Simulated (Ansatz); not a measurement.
# Calculations on BSiH6F

## 1. Relaxation

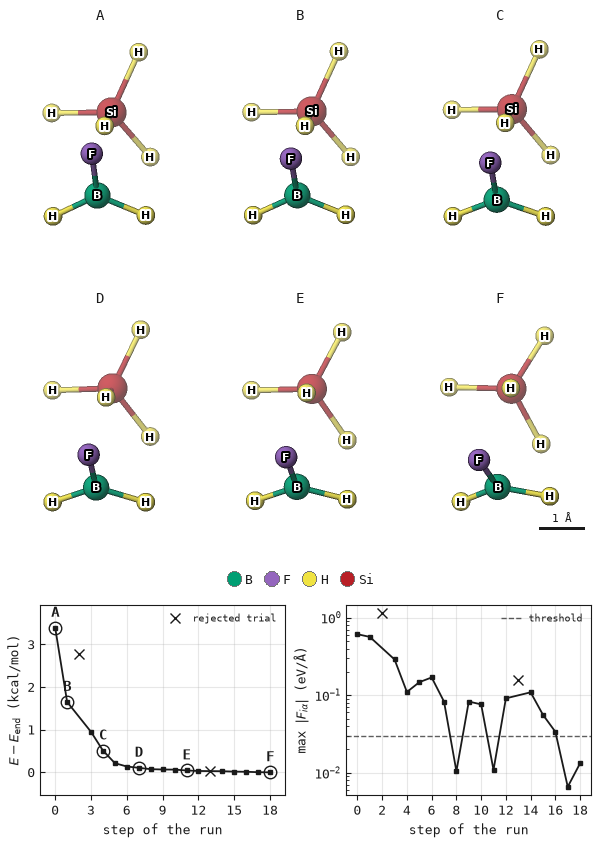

Frames of a relaxation of BSiH$_{6}$F, marked on the history of the run. The picture is a ball-and-stick view, seen from a free direction.

The run prepares an end point of a later path (reaction) calculation, from a guessed geometry.

Theory: RKS B3LYP-D4/def2-TZVP (Ansatz 0.2.0).

Input file:
```yaml
crystal:
  periodic: [false, false, false]
  atoms:
    - { symbol: B, position_ang: [-0.011699, 0.406724, 0.026273] }
    - { symbol: F, position_ang: [0.008856, 1.02184, 1.198778] }
    - { symbol: H, position_ang: [1.024354, 0.251144, -0.547426] }
    - { symbol: H, position_ang: [-1.066672, 0.171984, -0.478145] }
    - { symbol: Si, position_ang: [0.106047, -2.578052, 1.040901] }
    - { symbol: H, position_ang: [-0.692185, -3.029524, -0.120395] }
    - { symbol: H, position_ang: [1.518616, -2.966811, 0.857969] }
    - { symbol: H, position_ang: [-0.44129, -3.146983, 2.295824] }
    - { symbol: H, position_ang: [0.038272, -1.114723, 1.183622] }
basis:
  gaussian: { orbitals: def2-TZVP }
hamiltonian:
  xc: b3lyp
  dispersion: d4
relax:
  f_tol: 0.03
  max_steps: 50
output:
  orbitals: {}
```

Run as
```bash
ansatz run input.yaml --threads 4 --pin off --max-ram 5120MiB --backend cpu --events-out ev --progress --plain --runs-dir out
```

Q: What happens along the run?

A: The energy falls by 3.39 kcal/mol in 16 accepted moves (18 points after the start). Largest force component: 0.61 eV/Å at the start, 0.013 eV/Å at the end. The line search rejected the trial steps at points 2, 13 of the run. The forces were under the threshold at step 8, but the run went on from there. F2 moves most after the best rigid fit: 0.69 Å. Largest moves by element: F 0.69 Å, H 0.54 Å, B 0.26 Å, Si 0.19 Å. Some distances before and after: Si5–H9 1.472 → 1.484 Å. Bond angles that change, for instance: H8–Si5–H9 106.4° → 108.8°. From step 0 to 1: F2 moves most (0.20 Å), energy −1.74 kcal/mol. From step 1 to 4: B1 moves most (0.15 Å), energy −1.14 kcal/mol. From step 4 to 7: F2 moves most (0.27 Å), energy −0.40 kcal/mol. From step 7 to 11: H6 moves most (0.15 Å), energy −0.06 kcal/mol. From step 11 to 18: H3 moves most (0.21 Å), energy −0.04 kcal/mol.

```json
{"step": "0", "E − E(0), kcal/mol": "0.00", "largest force component, eV/Å": "0.6114", "note": ""}
{"step": "1", "E − E(0), kcal/mol": "-1.74", "largest force component, eV/Å": "0.5645", "note": ""}
{"step": "2", "E − E(0), kcal/mol": "-0.61", "largest force component, eV/Å": "1.1329", "note": "rejected"}
{"step": "3", "E − E(0), kcal/mol": "-2.44", "largest force component, eV/Å": "0.2890", "note": ""}
{"step": "4", "E − E(0), kcal/mol": "-2.88", "largest force component, eV/Å": "0.1100", "note": ""}
{"step": "5", "E − E(0), kcal/mol": "-3.17", "largest force component, eV/Å": "0.1471", "note": ""}
{"step": "6", "E − E(0), kcal/mol": "-3.25", "largest force component, eV/Å": "0.1695", "note": ""}
{"step": "7", "E − E(0), kcal/mol": "-3.28", "largest force component, eV/Å": "0.0827", "note": ""}
{"step": "8", "E − E(0), kcal/mol": "-3.31", "largest force component, eV/Å": "0.0105", "note": ""}
{"step": "9", "E − E(0), kcal/mol": "-3.32", "largest force component, eV/Å": "0.0829", "note": ""}
{"step": "10", "E − E(0), kcal/mol": "-3.33", "largest force component, eV/Å": "0.0762", "note": ""}
{"step": "11", "E − E(0), kcal/mol": "-3.35", "largest force component, eV/Å": "0.0109", "note": ""}
{"step": "12", "E − E(0), kcal/mol": "-3.36", "largest force component, eV/Å": "0.0911", "note": ""}
{"step": "13", "E − E(0), kcal/mol": "-3.35", "largest force component, eV/Å": "0.1581", "note": "rejected"}
{"step": "14", "E − E(0), kcal/mol": "-3.36", "largest force component, eV/Å": "0.1090", "note": ""}
{"step": "15", "E − E(0), kcal/mol": "-3.37", "largest force component, eV/Å": "0.0558", "note": ""}
{"step": "16", "E − E(0), kcal/mol": "-3.38", "largest force component, eV/Å": "0.0338", "note": ""}
{"step": "17", "E − E(0), kcal/mol": "-3.39", "largest force component, eV/Å": "0.0066", "note": ""}
{"step": "18", "E − E(0), kcal/mol": "-3.39", "largest force component, eV/Å": "0.0133", "note": ""}
```

## 2. Relaxation

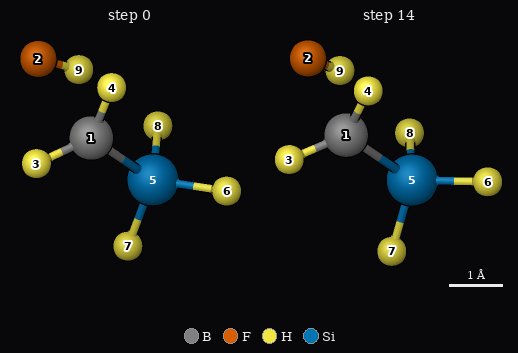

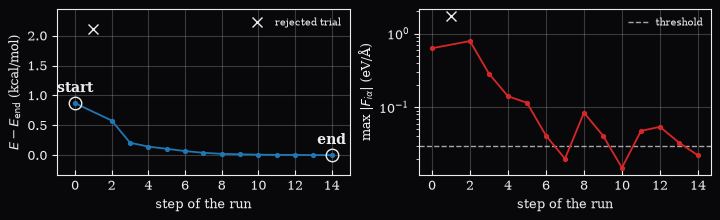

First and last geometry of a relaxation of BSiH6F, with the history of the run. Style: ball-and-stick. Shown from a free direction.

The run prepares an end point of a later path (reaction) calculation, from a guessed geometry.

Computed with RKS B3LYP-D4/def2-TZVP (Ansatz 0.2.0).

Input file:
```yaml
crystal:
  periodic: [false, false, false]
  atoms:
    - { symbol: B, position_ang: [0.053292, -0.449679, -0.282506] }
    - { symbol: F, position_ang: [0.058637, 0.395887, 2.089572] }
    - { symbol: H, position_ang: [1.013112, 0.168071, -0.610513] }
    - { symbol: H, position_ang: [-1.018126, 0.038862, -0.467505] }
    - { symbol: Si, position_ang: [0.159448, -2.292356, 0.410534] }
    - { symbol: H, position_ang: [-0.722878, -3.237106, -0.321636] }
    - { symbol: H, position_ang: [1.510353, -2.894705, 0.507975] }
    - { symbol: H, position_ang: [-0.375161, -2.243649, 1.820418] }
    - { symbol: H, position_ang: [-0.194377, -0.469724, 2.31106] }
basis:
  gaussian: { orbitals: def2-TZVP }
hamiltonian:
  xc: b3lyp
  dispersion: d4
relax:
  f_tol: 0.03
  max_steps: 50
```

Run as
```bash
ansatz run input.yaml --threads 4 --pin off --max-ram 5120MiB --backend cpu --events-out ev --progress --plain --runs-dir out
```

> Read the history and describe the run.

It converged. F2 moves most after the best rigid fit: 0.31 Å. Largest moves by element: F 0.31 Å, H 0.24 Å, B 0.11 Å, Si 0.03 Å. Among the contacts that change: B1–F2 2.518 → 2.185 Å, B1–Si5 1.972 → 2.023 Å, F2–H9 0.929 → 0.938 Å. Bond angles that change, for instance: B1–Si5–H6 112.9° → 114.9°. Over 13 accepted moves (14 points after the start) the energy falls by 0.87 kcal/mol. Largest force component: 0.63 eV/Å at the start, 0.022 eV/Å at the end. The line search rejected the trial step at point 1 of the run. The forces were under the threshold at step 7, but the run went on from there. Cost: 18 s on 4 threads of Arm Neoverse V1, on a shared host, peak memory 0.23 GiB.

## 3. Path

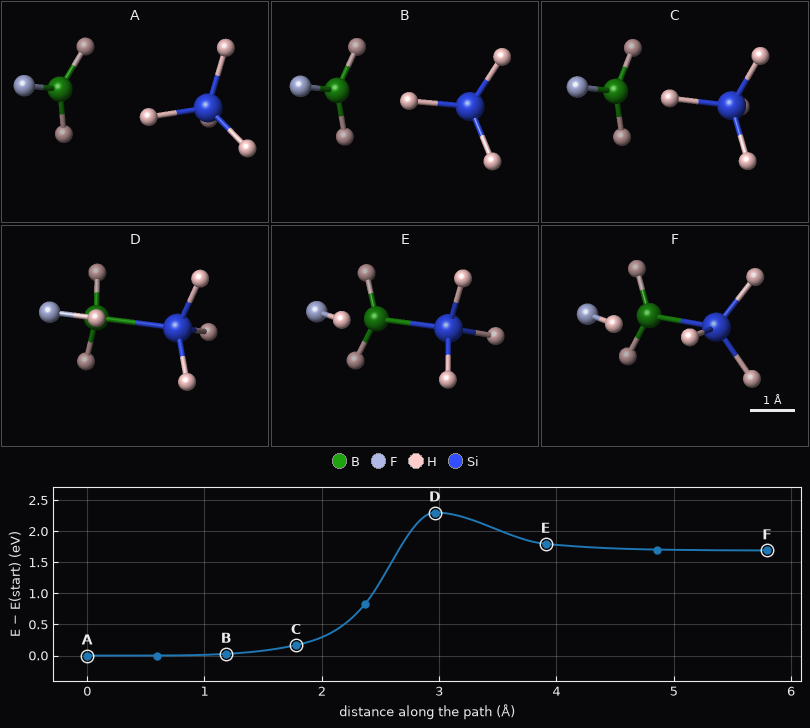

A search for the minimum-energy path of BSiH6F, made up at the start of BH$_{2}$F and SiH$_{4}$ by the nudged elastic band. Images are numbered from 0 (start) to 8 (end). Frames A to F are images 0, 2, 3, 5, 6, 8. The picture is a ball-and-stick view, seen at a tilt.

Computed with RKS B3LYP-D4/def2-TZVP in Ansatz. Settings: 7 movable images; climbing image; force threshold 0.05 eV/Å; iteration limit 60; starting path through a guess of the saddle point.

**What happens along the path, and what is the barrier?**

Forward barrier 2.30 eV, backward barrier 0.61 eV, with image 5 at the top; the reaction energy is +1.69 eV. Breaking: B–F (1.32 → 2.18 Å), H–Si (1.48 → 2.60 Å). Forming: B–Si (3.59 → 2.02 Å), F–H (3.01 → 0.94 Å). The band converged in 23 iterations, with a climbing image at the top. At the top, the vibrational analysis gives one imaginary mode (1098i cm⁻¹), as a transition state must have.

Limits of the set-up: the start holds two separate molecules, 2.6 Å apart at their closest, whose relative position is a soft coordinate.

The run took 3 min on 4 threads of Arm Neoverse V1, on a shared host, peak memory 0.25 GiB.
